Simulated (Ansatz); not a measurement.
# GeH₄SCl₂: frequency calculation

The run: frequency calculation of GeH₄SCl₂. Method and program: RKS PBE/def2-SVP (Ansatz 0.2.0).

It belongs to a series of runs on one base structure; here: vibrations at the highest image of the band. Figures and captions count atoms from 1; the log counts them from 0 in places.

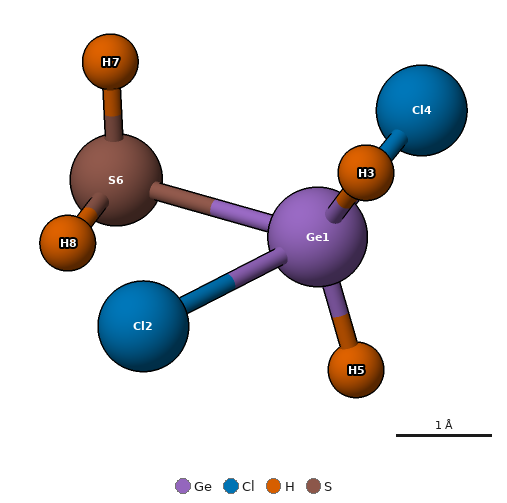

**Figure 1.** The input geometry (ball-and-stick view, seen at a tilt; atoms are numbered from 1 in the order of the input). Sticks mark near contacts.

**Key numbers**

```json
{"quantity": "outcome", "value": "converged"}
{"quantity": "total energy", "value": "−92423.0475 eV"}
{"quantity": "mean-field energy", "value": "−92423.0475 eV"}
{"quantity": "largest force (length of the vector)", "value": "0.011 eV/Å"}
{"quantity": "hardware", "value": "2 threads of Intel Xeon (Granite Rapids), 32 GiB of memory available, shared host"}
{"quantity": "wall time", "value": "40 s (CPU time 76 s)"}
{"quantity": "peak memory", "value": "0.17 GiB"}
```

**Input file**
```yaml
crystal:
  periodic: [false, false, false]
  atoms:
    - { symbol: Ge, position_ang: [0.089635, 0.181862, 0.05758] }
    - { symbol: Cl, position_ang: [0.81054, -0.685521, 2.290488] }
    - { symbol: H, position_ang: [1.249823, -0.651592, -0.524458] }
    - { symbol: Cl, position_ang: [-0.160717, 1.556732, -1.70624] }
    - { symbol: H, position_ang: [-1.352036, -0.314517, 0.270763] }
    - { symbol: S, position_ang: [0.32009, 2.27265, 1.480943] }
    - { symbol: H, position_ang: [1.590981, 2.51013, 1.04706] }
    - { symbol: H, position_ang: [0.721283, 1.222657, 2.391863] }
basis:
  gaussian: { orbitals: def2-SVP }
hamiltonian:
  xc: pbe
phonons: {}
```

Run as:
```bash
ansatz run input.yaml --threads 2 --pin off --max-ram 3072MiB --backend cpu --events-out ev --progress --plain --runs-dir out
```

**Log**
```
Engine: ansatz 0.2.0, x86_64-unknown-linux-gnu
Functional definition: PBE
  parameter kappa = 0.804
  parameter beta = 0.06672455060314922
  exchange = pbe_x(kappa = kappa, mu = beta*pi^2/3)
  correlation = pbe_c(beta = beta)
1178 factors; their error is unknown
mean field evaluation 1: about -92421.6125 eV, gradient 2.8e1 eV
mean field evaluation 2: about -92418.5129 eV, gradient 4.6e1 eV
mean field evaluation 4: about -92423.1108 eV, gradient 2.3e0 eV
mean field evaluation 8: about -92423.0475 eV, gradient 6.0e-2 eV
mean field evaluation 16: about -92423.0475 eV, gradient 2.9e-5 eV
mean field -92423.04746565 eV, -3396.4843477711 hartree, gradient 2.9e-5 eV, S^2 0.000000; 0 other end points of the search recorded, 0 dependent functions left out
the calculation of the forces begins
reference -92423.04749658 eV, -3396.4843489076 hartree; 43, 43 occupied and 63, 63 virtual orbitals, 1178 factors
these checks for a lower state are left out or cut short: stability, starts, cluster_reference, orbital_swaps, neighbouring_geometries, increment
1178 factors; their error is unknown
mean field -92423.04737133 eV, -3396.4843443047 hartree, gradient 1.6e-6 eV, S^2 0.000000; 0 other end points of the search recorded, 0 dependent functions left out
[... from here on the field's lines of each further geometry are left out, up to the last ...]
the calculation of the forces begins
reference -92423.04747221 eV, -3396.4843480121 hartree; 43, 43 occupied and 63, 63 virtual orbitals, 1178 factors
these checks for a lower state are left out or cut short: stability, starts, cluster_reference, orbital_swaps, neighbouring_geometries, increment
1178 factors; their error is unknown
mean field -92423.04744114 eV, -3396.4843468701 hartree, gradient 2.4e-6 eV, S^2 0.000000; 0 other end points of the search recorded, 0 dependent functions left out
the calculation of the forces begins
reference -92423.04747206 eV, -3396.4843480066 hartree; 43, 43 occupied and 63, 63 virtual orbitals, 1178 factors
WARN: phonons: modes at or below zero, which the zero-point energy, F, S and C_V leave out: 1, the lowest at -211.00 cm⁻¹. A minimum has none, and a first-order saddle one
Total energy: -92423.04749658 eV, -3396.4843489076 hartree
Atom 0 at     0.089635     0.181862     0.057580 Å, force    -0.000699    -0.010218     0.004158 eV/Å
Atom 1 at     0.810540    -0.685521     2.290488 Å, force     0.001202     0.003721    -0.001418 eV/Å
Atom 2 at     1.249823    -0.651592    -0.524458 Å, force    -0.001363     0.002137    -0.001027 eV/Å
Atom 3 at    -0.160717     1.556732    -1.706240 Å, force     0.000049     0.002268    -0.004079 eV/Å
Atom 4 at    -1.352036    -0.314517     0.270763 Å, force    -0.000876     0.001935    -0.002547 eV/Å
Atom 5 at     0.320090     2.272650     1.480943 Å, force    -0.000532    -0.004015     0.002602 eV/Å
Atom 6 at     1.590981     2.510130     1.047060 Å, force     0.000815    -0.000771     0.002291 eV/Å
Atom 7 at     0.721283     1.222657     2.391863 Å, force     0.001404     0.004943     0.000020 eV/Å
Dipole moment:     0.150082     0.339116     0.165659 e Å
Vibrations: -211.00 52.30 135.55 187.77 208.56 289.63 345.67 358.72 560.22 589.31 685.91 734.35 826.11 1074.93 1800.82 2082.82 2139.17 2618.40 cm⁻¹, zero-point energy 0.910680 eV
```

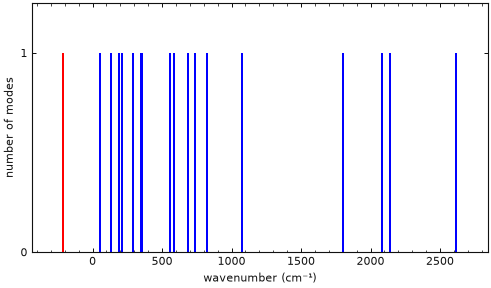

**Figure 2.** Harmonic vibrational wavenumbers from the force constants; neighbouring modes closer than 13 cm⁻¹ are counted in one stick, and imaginary ones are drawn at negative wavenumbers. 18 modes from 211i to 2618 cm⁻¹, 1 imaginary beyond 8i (211i cm⁻¹): a first-order saddle point, if the geometry is stationary.
